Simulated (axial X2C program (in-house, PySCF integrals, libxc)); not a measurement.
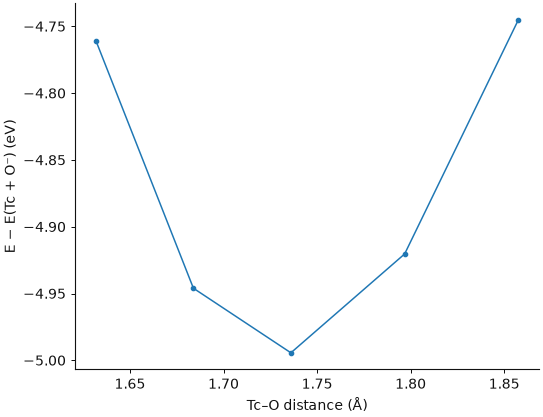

Figure 1. Energy at 5 bond lengths, for one set of occupations held fixed; the line joins the points. A polynomial of degree 3 through 5 points gives rₑ = 1.732 Å, ωₑ = 878.7 cm⁻¹ and Bₑ = 0.4083 cm⁻¹. The minimum lies 4.99 eV below Tc + O⁻, each computed as one determinant at the same level.

Relativistic diatomic calculation for TcO⁻

- system: TcO⁻, single determinant with Ω = 2.
- method: PBE0, two-component X2C with atomic mean-field Coulomb and Gaunt terms, Tc dyall-acv3z, O dyall-av3z (cores contracted) (axial X2C program (in-house, PySCF integrals, libxc))

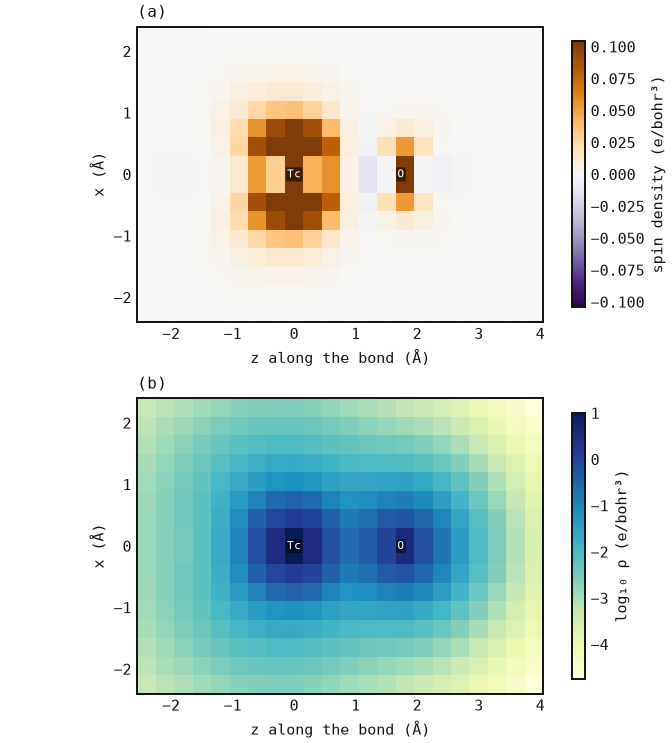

Figure 2. (a) spin density; (b) electron density on a logarithmic scale, in a plane that holds the axis, at 1.74 Å, on points 0.3 Å apart (one half computed, the other mirrored); the structure near the nuclei is finer than these points.

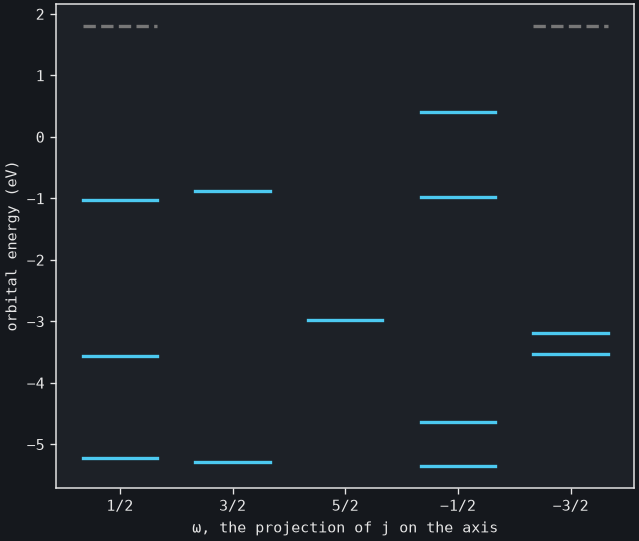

Figure 3. Orbital energies near the frontier at 1.74 Å, filled (solid) and empty (dashed). The highest filled spinor (−1/2; 70 % Tc s, 10 % Tc p) lies at 0.40 eV, the lowest empty one (1/2; 100 % Tc p) at 1.80 eV. A filled level above zero is held only by the finite basis .

Input and output of the run follow.

### The input
```
{"zs": [43, 8], "q": -1, "bas": ["dyall-acv3z", "dyall-av3z"], "levels": ["PBE0", "HF", "LDA"], "cc": true, "r0": 1.77, "thr": -2.0, "nmax": 90, "npts": 10, "nst": 2, "ntry": 6}
```

The line is the task of a batch: nuclear charges, charge, bases, the levels to run, a first guess of the distance and further settings. This report covers PBE0 with spin-orbit coupling. The log is that of the reference distance 1.736 Å.

The run was one of a batch that the task file lists, launched with:
```bash
python <driver script> task.json out
```

### Output
```
two-component X2C + atomic mean field  PBE0
basis functions 213  fitting functions 1007  grid points 5078
iter        total energy     max residual
   1      -4350.079374181     2.11e+01
   2      -4352.697873938     1.96e+01
   3      -4354.754886144     1.64e+01
   4      -4356.877697525     1.14e+01
   5      -4357.947389039     4.10e+00
   6      -4358.096317307     1.66e+00
   7      -4358.297652303     2.51e+00
   8      -4358.338293407     3.63e+00
   9      -4358.506832268     1.44e+00
  10      -4358.538118946     7.97e-01
  11      -4358.574030280     4.18e-01
  12      -4358.584994331     3.80e-01
  13      -4358.590125916     2.37e-01
  14      -4358.593223032     8.18e-02
  15      -4358.595856301     8.23e-02
  16      -4358.597007057     7.41e-02
  17      -4358.597732816     7.30e-02
  18      -4358.598138914     3.43e-02
  19      -4358.598329369     2.65e-02
  20      -4358.598383164     2.21e-02
  21      -4358.598419271     1.64e-02
  22      -4358.598459588     7.59e-03
  23      -4358.598501631     9.36e-03
  24      -4358.598531630     1.10e-02
  25      -4358.598545667     1.11e-02
  26      -4358.598557069     5.42e-03
  27      -4358.598569196     6.40e-03
  28      -4358.598578984     5.57e-03
  29      -4358.598585849     6.38e-03
  30      -4358.598588561     5.89e-03
  31      -4358.598590155     2.73e-03
  32      -4358.598590997     1.43e-03
  33      -4358.598591381     1.74e-03
  34      -4358.598591600     1.50e-03
  35      -4358.598591951     6.38e-04
  36      -4358.598592057     5.93e-04
  37      -4358.598592155     5.10e-04
  38      -4358.598592237     3.00e-04
  39      -4358.598592273     4.88e-04
  40      -4358.598592303     2.54e-04
  41      -4358.598592316     2.40e-04
  42      -4358.598592320     5.84e-05
  43      -4358.598592322     7.95e-05
  44      -4358.598592322     4.99e-05
  45      -4358.598592323     3.98e-05
  46      -4358.598592323     3.19e-05
  47      -4358.598592323     1.70e-05
converged
one-electron -6226.02088222  Coulomb 1902.58550171  exact exchange -33.90272718  xc functional -104.05229901  nuclear repulsion 104.86000032  atomic mean-field constant -2.06818594
```

### The points of the curve

```
R (Å)   E (hartree)  dipole (D; origin at the first atom, positive when the second is positive)  highest filled (eV)  lowest empty (eV)
1.632  −4358.590007                                                                       −0.62                 0.49               1.79
1.684  −4358.596816                                                                       −1.07                 0.44               1.80
1.736  −4358.598592                                                                       −1.51                 0.40               1.80
1.797  −4358.595872                                                                       −2.00                 0.35               1.81
1.857  −4358.589439                                                                       −2.48                 0.29               1.81
```

### Summary

- outcome: converged; a filled level lies above zero
- bond length rₑ: 1.732 Å
- ωₑ: 878.7 cm⁻¹
- energy at the minimum: −4358.59860 hartree
- depth below the fragments: 4.99 eV
- hardware: 1 thread of Arm Neoverse V1, 24 GiB of memory available, shared host
- wall time: 17 s
- peak memory: 0.92 GiB

### Notes

The highest filled level (PBE0, up to 0.49 eV) lies above zero. That is common for anions, where the functional's self-interaction leaves the outer electrons unbound; only the finite basis holds them, so such levels depend on it. Caveats: 5 of the 10 points asked for were kept.
